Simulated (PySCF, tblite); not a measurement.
**C3H8FNSi: a rotation path, then NMR shifts on frames**

How do NMR shifts of C3H8FNSi (`FCC/C=N/[SiH3]`) change as the atoms move?

The runs use tblite 0.8.0 and PySCF 2.14.0, with density-fitted response routines of our own; the level of theory stands in each step. All values are computed, except where a source is named. Atoms are numbered from 0 throughout.

### Step 1. The starting structure

14 atoms, charge 0, multiplicity 1; geometry from: GFN2-xTB.

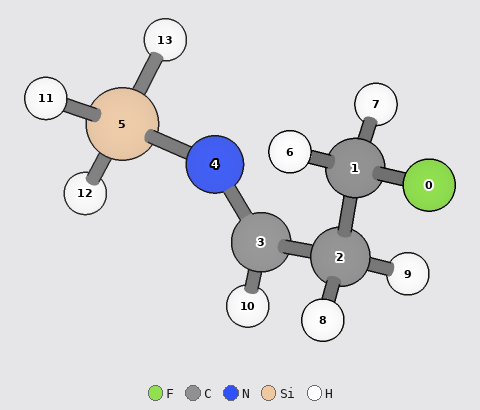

As it starts; fluorine green, carbon grey, nitrogen blue, silicon light orange, hydrogen white, atoms numbered.

### Step 2. A band between two rotamers with GFN2-xTB

The job: settings as JSON, then the geometry in Å.

```
{"job": {"kind": "neb", "xc": "GFN2-xTB", "basis": "xTB", "atoms": [0, 1, 2, 3], "turn": 120}, "charge": 0, "multiplicity": 1}
F     -3.206874     0.337735     0.752456
C     -1.834293     0.286479     0.694734
C     -1.390272    -0.155830    -0.691190
C      0.096931    -0.239523    -0.811783
N      0.863829     0.005137     0.143121
Si     2.571981    -0.001605     0.346182
H     -1.463623     1.287746     0.929674
H     -1.504443    -0.419352     1.461404
H     -1.768745     0.541850    -1.444296
H     -1.817133    -1.136636    -0.922654
H      0.445942    -0.535788    -1.811927
H      2.860863     1.368032     0.761182
H      3.370115    -0.353877    -0.835404
H      2.775047    -0.984840     1.406334
```

Method: GFN2-xTB climbing-image nudged elastic band, gas phase.

Run with:

```bash
$ OMP_NUM_THREADS=1 python probes_run.py task.json out
```

One launch serves the whole session: the jobs run in the order shown.

What it wrote:

```text
image   E - E0 / eV
  0       0.0000
  1       0.0073
  2       0.0238
  3       0.0440
  4       0.0606
  5       0.0687
  6       0.0678
  7       0.0627
  8       0.0521
```

It took 7.5 s on 1 thread of AMD EPYC, shared host; peak memory 0.18 GiB.

The final band, with the dihedral F0–C1–C2–C3:

```tsv
image	dihedral (°)	energy (eV)	energy (kcal/mol)
0	-180	0.000	0.0
1	-167	0.007	0.2
2	-154	0.024	0.5
3	-142	0.044	1.0
4	-129	0.061	1.4
5	-116	0.069	1.6
6	-104	0.068	1.6
7	-91	0.063	1.4
8	-81	0.052	1.2
```

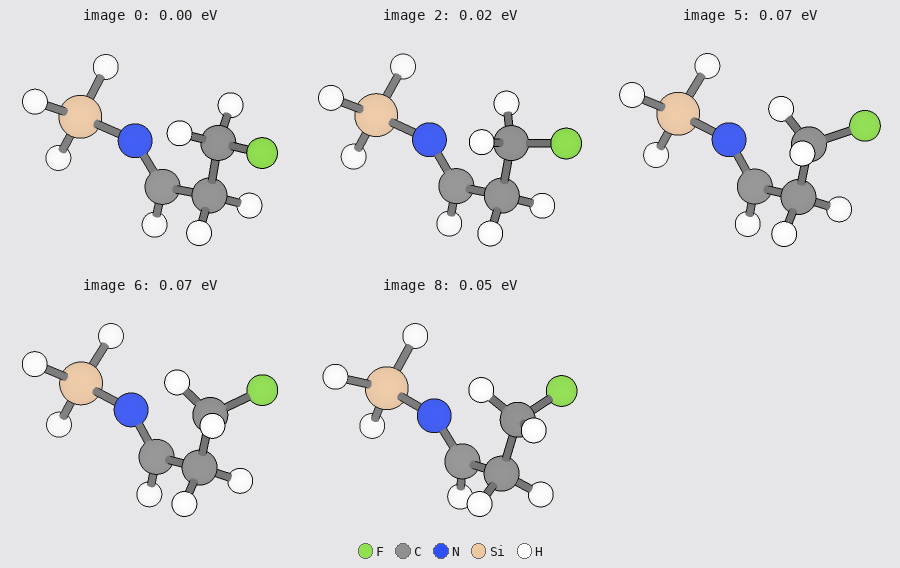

Images along the band.

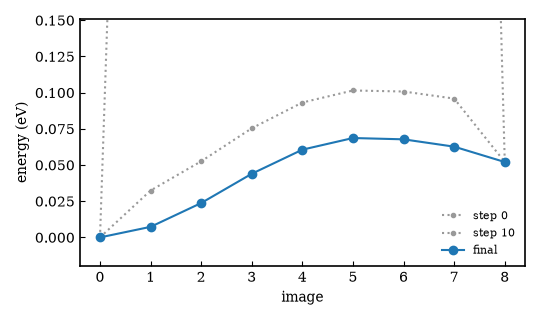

Energy along the band, early and final.

### Step 3. Shielding tensors: image 0, PBE0/pcSseg-1

The job: settings as JSON, then the geometry in Å.

```
{"job": {"kind": "nmr", "xc": "PBE0", "basis": "pcSseg-1", "pop": false}, "charge": 0, "multiplicity": 1}
F     -3.206900     0.337700     0.752500
C     -1.834300     0.286500     0.694700
C     -1.390300    -0.155800    -0.691200
C      0.096900    -0.239500    -0.811800
N      0.863800     0.005100     0.143100
Si     2.572000    -0.001600     0.346200
H     -1.463600     1.287700     0.929700
H     -1.504400    -0.419400     1.461400
H     -1.768700     0.541900    -1.444300
H     -1.817100    -1.136600    -0.922700
H      0.445900    -0.535800    -1.811900
H      2.860900     1.368000     0.761200
H      3.370100    -0.353900    -0.835400
H      2.775000    -0.984800     1.406300
```

With the program's defaults for keys left out, this is: GIAO PBE0/pcSseg-1 NMR shielding, non-relativistic, gas phase.

What it wrote:

```text
coarse grid: 11992 points
cycle   1  E = -562.6306035479  dE =  5.404e-01  |g| = 5.798e-01  |ddm| = 3.253e+00
cycle   2  E = -562.5364174510  dE =  9.419e-02  |g| = 9.093e-01  |ddm| = 1.306e+00
cycle   3  E = -562.6922716330  dE = -1.559e-01  |g| = 1.267e-01  |ddm| = 9.001e-01
cycle   4  E = -562.6953774106  dE = -3.106e-03  |g| = 4.699e-02  |ddm| = 1.223e-01
cycle   5  E = -562.6957924437  dE = -4.150e-04  |g| = 9.630e-03  |ddm| = 3.880e-02
cycle   6  E = -562.6958077263  dE = -1.528e-05  |g| = 3.426e-03  |ddm| = 9.682e-03
cycle   7  E = -562.6958102736  dE = -2.547e-06  |g| = 4.018e-04  |ddm| = 3.158e-03
final grid: 111128 points
cycle   8  E = -562.7347995303  dE = -2.657e-05  |g| = 7.408e-03  |ddm| = 2.277e-02
cycle   9  E = -562.7347909632  dE =  8.567e-06  |g| = 9.994e-03  |ddm| = 1.482e-02
cycle  10  E = -562.7348120745  dE = -2.111e-05  |g| = 1.182e-03  |ddm| = 8.753e-03
cycle  11  E = -562.7348123246  dE = -2.501e-07  |g| = 3.706e-04  |ddm| = 1.120e-03
cycle  12  E = -562.7348123514  dE = -2.680e-08  |g| = 1.368e-04  |ddm| = 3.649e-04
cycle  13  E = -562.7348123546  dE = -3.188e-09  |g| = 2.706e-05  |ddm| = 1.108e-04
cycle  14  E = -562.7348123547  dE = -1.301e-10  |g| = 5.553e-06  |ddm| = 3.173e-05
converged SCF energy = -562.7348123547

GIAO shielding tensors (ppm)
atom      isotropic    diamagn.    paramagn.     s11        s22        s33       span
  0 F      437.960     467.232     -29.272    398.872    456.683    458.324     59.452
  1 C      102.395     244.143    -141.748     63.226     78.950    165.009    101.783
  2 C      139.663     253.362    -113.700    118.668    128.006    172.313     53.646
  3 C        7.874     252.175    -244.302    -85.108    -11.131    119.860    204.968
  4 N     -101.907     330.604    -432.510   -454.318   -133.406    282.004    736.321
  5 Si     406.636     880.547    -473.911    356.471    397.812    465.626    109.155
  6 H       26.634      29.756      -3.122     22.054     27.427     30.421      8.367
  7 H       26.576      29.771      -3.194     21.869     27.350     30.510      8.641
  8 H       28.874      30.019      -1.145     26.497     28.142     31.983      5.487
  9 H       28.876      30.002      -1.126     26.575     28.092     31.960      5.385
 10 H       22.875      30.617      -7.742     20.828     23.413     24.385      3.556
 11 H       26.707      29.358      -2.651     23.860     25.821     30.441      6.580
 12 H       26.879      28.924      -2.046     24.259     25.051     31.326      7.066
 13 H       26.718      29.348      -2.630     23.885     25.803     30.464      6.579
```

Run time: 32 s. Hardware: 1 thread of AMD EPYC, shared host; peak memory 0.71 GiB.

The references, computed at this level on geometries of the same kind, shield at (ppm): 1H TMS 31.72, 13C TMS 186.9, 29Si TMS 349.2, 19F CFCl3 170.9, 15N NH3 267.7. Their shielding less the atom's gives the shift. The references are single molecules in the gas phase, so shifts against H2O, NH3, PH3, H3PO4 or CFCl3 are not on the usual liquid scales and can be off by tens of ppm. Each atom is listed at this fixed geometry, with no averaging over motion; a spectrum would average atoms that exchange fast.

```tsv
atoms	environment	σ (ppm)	δ (ppm)
C3	C=N carbon	7.9	179.1
C1	sp3 CH2 bonded to F	102.4	84.5
C2	sp3 CH2	139.7	47.3
H10	hydrogen on a C=N carbon	22.88	8.84
H7	hydrogen on an sp3 CH2 bonded to F	26.58	5.14
H6	hydrogen on an sp3 CH2 bonded to F	26.63	5.08
H11	hydrogen on a silicon bonded to N	26.71	5.01
H13	hydrogen on a silicon bonded to N	26.72	5.00
H12	hydrogen on a silicon bonded to N	26.88	4.84
H8	hydrogen on an sp3 CH2	28.87	2.84
H9	hydrogen on an sp3 CH2	28.88	2.84
F0	fluorine on an sp3 carbon	438.0	-267.0
N4	imine nitrogen	-101.9	369.6
Si5	silicon bonded to N, 3 H	406.6	-57.5
```

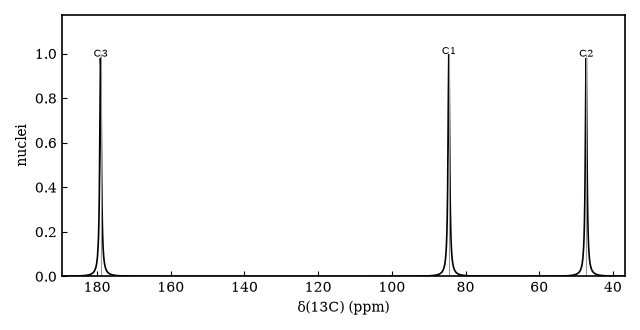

13C lines at the computed shifts, without couplings. Lines are broadened to a width of 0.53 ppm (Lorentzian).

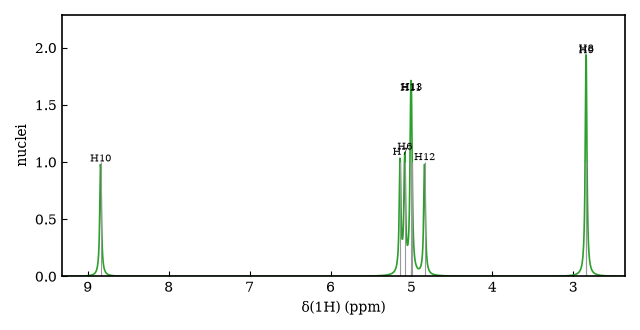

1H lines at the computed shifts, without couplings. Lines are broadened to a width of 0.02 ppm (Lorentzian).

### Step 4. Shielding tensors: image 2, PBE0/pcSseg-1

The job: settings as JSON, then the geometry in Å.

```
{"job": {"kind": "nmr", "xc": "PBE0", "basis": "pcSseg-1", "pop": false}, "charge": 0, "multiplicity": 1}
F     -3.132100    -0.081100     0.907500
C     -1.844400     0.342200     0.677800
C     -1.387600    -0.094400    -0.708300
C      0.098400    -0.228500    -0.812600
N      0.867100    -0.005200     0.145700
Si     2.572600    -0.060700     0.361200
H     -1.845100     1.429700     0.792500
H     -1.209500    -0.109800     1.443900
H     -1.732500     0.601800    -1.477800
H     -1.836500    -1.066200    -0.936300
H      0.443200    -0.549500    -1.805900
H      2.881300     1.288800     0.821000
H      3.371700    -0.393900    -0.825800
H      2.752700    -1.073600     1.395000
```

Level: GIAO PBE0/pcSseg-1 NMR shielding, non-relativistic, gas phase.

What it wrote:

```text
coarse grid: 11992 points
cycle   1  E = -562.6278745815  dE =  5.429e-01  |g| = 5.804e-01  |ddm| = 3.247e+00
cycle   2  E = -562.5330773311  dE =  9.480e-02  |g| = 9.115e-01  |ddm| = 1.280e+00
cycle   3  E = -562.6897046983  dE = -1.566e-01  |g| = 1.267e-01  |ddm| = 8.834e-01
cycle   4  E = -562.6928095214  dE = -3.105e-03  |g| = 4.703e-02  |ddm| = 1.215e-01
cycle   5  E = -562.6932253177  dE = -4.158e-04  |g| = 9.628e-03  |ddm| = 3.866e-02
cycle   6  E = -562.6932406828  dE = -1.537e-05  |g| = 3.412e-03  |ddm| = 9.478e-03
cycle   7  E = -562.6932432057  dE = -2.523e-06  |g| = 4.052e-04  |ddm| = 3.115e-03
final grid: 111128 points
cycle   8  E = -562.7330597689  dE = -2.825e-05  |g| = 7.129e-03  |ddm| = 2.213e-02
cycle   9  E = -562.7330520853  dE =  7.684e-06  |g| = 9.558e-03  |ddm| = 1.435e-02
cycle  10  E = -562.7330714632  dE = -1.938e-05  |g| = 1.072e-03  |ddm| = 8.223e-03
cycle  11  E = -562.7330716597  dE = -1.966e-07  |g| = 3.646e-04  |ddm| = 1.034e-03
cycle  12  E = -562.7330716854  dE = -2.564e-08  |g| = 1.360e-04  |ddm| = 3.471e-04
cycle  13  E = -562.7330716886  dE = -3.239e-09  |g| = 2.754e-05  |ddm| = 1.116e-04
cycle  14  E = -562.7330716887  dE = -1.384e-10  |g| = 5.644e-06  |ddm| = 3.046e-05
converged SCF energy = -562.7330716887

GIAO shielding tensors (ppm)
atom      isotropic    diamagn.    paramagn.     s11        s22        s33       span
  0 F      432.718     467.836     -35.119    380.670    442.304    475.179     94.509
  1 C      104.551     244.174    -139.623     65.410     80.387    167.857    102.447
  2 C      139.668     253.116    -113.448    113.277    133.526    172.202     58.925
  3 C        8.368     252.134    -243.766    -85.784     -9.009    119.897    205.681
  4 N     -100.217     330.424    -430.641   -453.113   -131.862    284.323    737.436
  5 Si     406.825     880.487    -473.662    356.793    398.097    465.584    108.791
  6 H       26.839      29.217      -2.379     23.064     27.557     29.896      6.832
  7 H       26.120      29.888      -3.769     20.626     26.156     31.577     10.952
  8 H       28.745      29.921      -1.176     25.867     28.196     32.171      6.305
  9 H       28.952      30.081      -1.129     26.584     28.343     31.929      5.345
 10 H       22.897      30.624      -7.728     20.745     23.570     24.375      3.629
 11 H       26.701      29.363      -2.662     23.804     25.849     30.449      6.646
 12 H       26.848      28.881      -2.033     24.193     25.039     31.313      7.121
 13 H       26.719      29.297      -2.578     23.920     25.752     30.486      6.567
```

Wall time 31 s (1 thread of AMD EPYC, shared host); peak memory 0.73 GiB.

In short: δ C3 178.6, C1 82.4, C2 47.3, F0 -261.8, H10 8.82, H7 5.60 ppm.

(Part 1 of 2 ends here.)
